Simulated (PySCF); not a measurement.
**Run report: C2H2F4, NMR shielding calculation**

The run: NMR shielding calculation of C2H2F4 (1,1,2,2-tetrafluoroethane), SMILES FC(F)C(F)F. Method and program: GIAO PBE0/pcSseg-2 NMR shielding, non-relativistic, gas phase (PySCF 2.14.0).

The geometry comes from this level: PBE0-D3(BJ)/def2-TZVP.

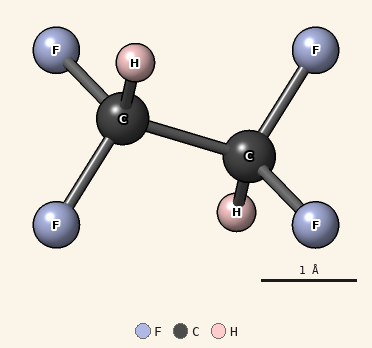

The structure as given in the input (ball-and-stick view, seen at an oblique angle). Bond lengths as drawn: C–C 1.52 Å, C–F 1.35 Å and C–H 1.09 Å.

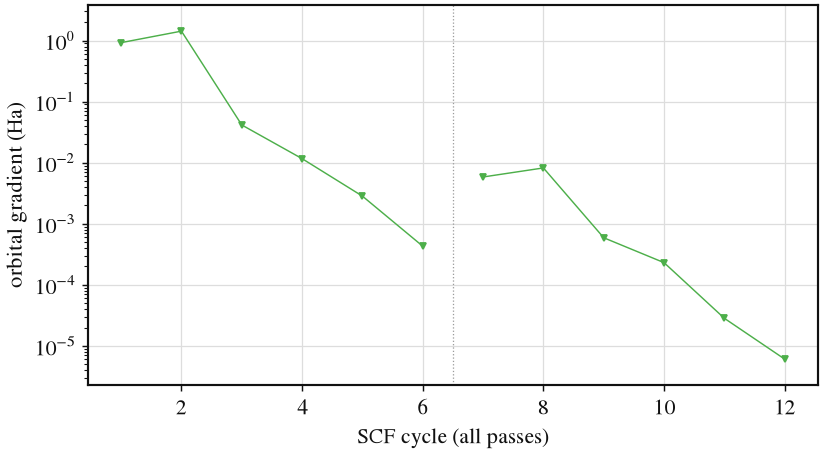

Convergence of the self-consistent field: orbital gradient against the SCF cycle. The dotted line marks the change from a coarse to the final integration grid. The first 6 cycles use a coarse grid, the final grid takes over at cycle 7, and the field converges after 12 cycles in all.

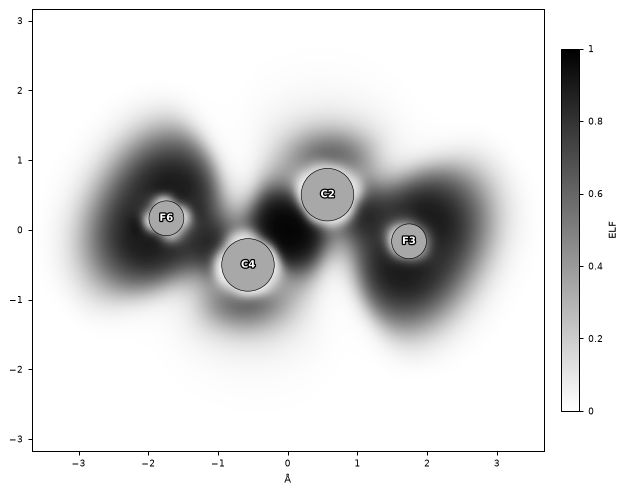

Electron localisation function on the plane of atoms C2, C4 and F6. Grey discs, where drawn, cover atomic cores. The section cuts through C and F sites. C–F (1.35 Å): the ELF peaks at about 0.85 between the atoms (a shared but strongly polarised pair). C–C (1.52 Å): the ELF peaks at about 1 between the atoms (localised, shared-pair bonding).

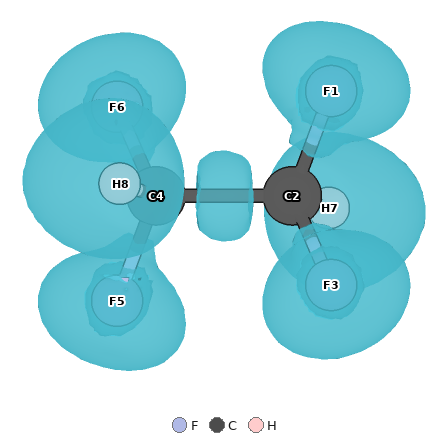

Isosurface of the ELF at 0.75 (cyan), seen face on. Only the valence region is drawn (cores and ρ < 0.01 e/Å³ removed). Along the contacts the grid gives the following. C–C (1.52 Å): the ELF peaks at about 1 between the atoms, as expected for localised, shared-pair bonding.

These pictures come from the run below.

Input:
```
{"job": {"kind": "nmr", "xc": "PBE0", "basis": "pcSseg-2"}, "charge": 0, "multiplicity": 1}
F     -0.542850     1.093243     1.239401
C     -0.371063     0.658029    -0.024427
F      0.372565     1.564875    -0.688645
C      0.384423    -0.663019     0.010888
F      0.557086    -1.097879    -1.252755
F     -0.359615    -1.570238     0.674501
H     -1.345903     0.557196    -0.511954
H      1.358784    -0.562273     0.499392
```

The first line tells a small driver script what to run in PySCF; the rest is the geometry in Å.

Launched with:
```bash
OMP_NUM_THREADS=1 python <driver script> task.json out
```

The program's output:
```
coarse grid: 7760 points
cycle   1  E = -476.3906027082  dE =  8.837e-01  |g| = 9.265e-01  |ddm| = 1.854e+00
cycle   2  E = -476.2196333583  dE =  1.710e-01  |g| = 1.430e+00  |ddm| = 8.956e-01
cycle   3  E = -476.5219560812  dE = -3.023e-01  |g| = 4.155e-02  |ddm| = 5.439e-01
cycle   4  E = -476.5221785723  dE = -2.225e-04  |g| = 1.166e-02  |ddm| = 2.012e-02
cycle   5  E = -476.5221946290  dE = -1.606e-05  |g| = 2.837e-03  |ddm| = 6.225e-03
cycle   6  E = -476.5221963023  dE = -1.673e-06  |g| = 4.294e-04  |ddm| = 2.235e-03
final grid: 79576 points
cycle   7  E = -476.5195083748  dE = -9.681e-05  |g| = 5.842e-03  |ddm| = 2.921e-02
cycle   8  E = -476.5195037602  dE =  4.615e-06  |g| = 8.217e-03  |ddm| = 5.993e-03
cycle   9  E = -476.5195145533  dE = -1.079e-05  |g| = 5.905e-04  |ddm| = 3.240e-03
cycle  10  E = -476.5195146017  dE = -4.836e-08  |g| = 2.309e-04  |ddm| = 4.671e-04
cycle  11  E = -476.5195146105  dE = -8.829e-09  |g| = 2.829e-05  |ddm| = 1.390e-04
cycle  12  E = -476.5195146106  dE = -9.004e-11  |g| = 6.067e-06  |ddm| = 1.804e-05
converged SCF energy = -476.5195146106

GIAO shielding tensors (ppm)
atom      isotropic    diamagn.    paramagn.     s11        s22        s33       span
  0 F      323.708     466.412    -142.704    219.269    347.277    404.579    185.310
  1 C       65.965     239.048    -173.082     47.429     74.445     76.022     28.593
  2 F      323.674     466.376    -142.701    219.170    347.317    404.536    185.366
  3 C       65.962     239.038    -173.076     47.429     74.443     76.016     28.587
  4 F      323.754     466.356    -142.602    219.367    347.207    404.688    185.320
  5 F      323.636     466.404    -142.768    219.081    347.398    404.430    185.349
  6 H       25.878      28.521      -2.643     23.933     25.450     28.252      4.319
  7 H       25.879      28.510      -2.631     23.934     25.450     28.252      4.318
```

Key numbers:

| quantity | value |
| --- | --- |
| outcome | converged |
| total energy | −476.519515 hartree |
| HOMO | −9.96 eV |
| LUMO | 0.92 eV |
| dipole moment | 0.00 D |
| isotropic shielding, F | 323.6 to 323.8 ppm |
| isotropic shielding, C | 66.0 ppm |
| isotropic shielding, H | 25.9 ppm |
| hardware | 1 CPU thread, shared host |
| wall time | 17 s |
| peak memory | 1 GiB |
